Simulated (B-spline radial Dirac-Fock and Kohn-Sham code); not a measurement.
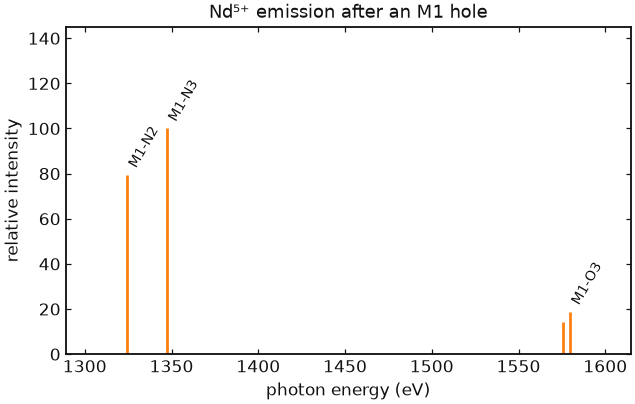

Figure. X-ray emission lines that fill an M1 (3s) hole, as sticks. Lines at much lower energy are not shown. Multiplet splitting by the open shell is left out. The figure is for neodymium in charge state +5 (Nd⁵⁺) ([Kr] 4d10 4f2 5s2 5p5). Computed with a B-spline radial atomic code: independent-particle rates on relativistic LDA orbitals of the hole state (multipoles to L = 3), energies from Dirac–Fock ΔSCF. Widths ruled by Coster–Kronig decay come out up to twice the measured ones in this model.

The strongest line is M1-N3 at 1.3472 keV with 42.9 % of the photons, then M1-N2 at 1.3243 keV (34 %), M1-O3 at 1.5795 keV (8.0 %), M1-O2 at 1.5754 keV (6.1 %), M1-N5 at 1.4650 keV (0.25 %). The hole has a width of 7.78 eV and a fluorescence yield of 0.00120.
